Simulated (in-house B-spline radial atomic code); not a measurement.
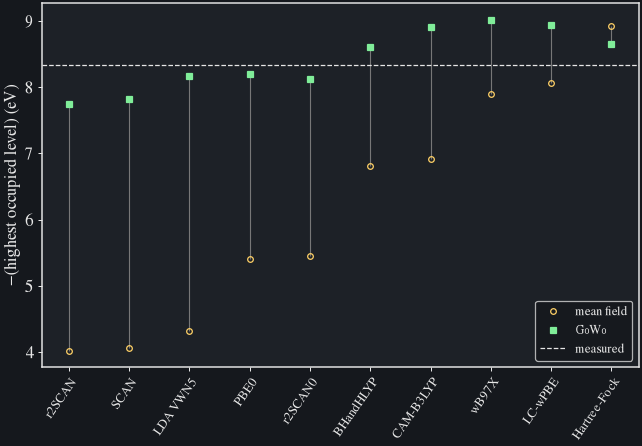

Binding energy of the highest level (4d) of an atom or ion with the configuration [Kr] 4d¹⁰, on 10 mean-field starts and after G₀W₀. All-electron spherical atom, scalar X2C, no spin-orbit coupling, Breit or QED terms; computed with a B-spline radial code.

> Which atom or ion is it?

The Pd atom. The mean-field values spread from 4.02 eV (r2SCAN) to 8.92 eV (Hartree-Fock); after G₀W₀ they lie between 7.75 eV (r2SCAN) and 9.02 eV (wB97X), so the spread shrinks from 4.90 to 1.27 eV. The measured removal energy is 8.34 eV; the nearest G₀W₀ value is that on PBE0 (8.20 eV).

Limits of the model: spin-orbit splitting, Breit and QED terms, absent here, matter against the tabulated value.
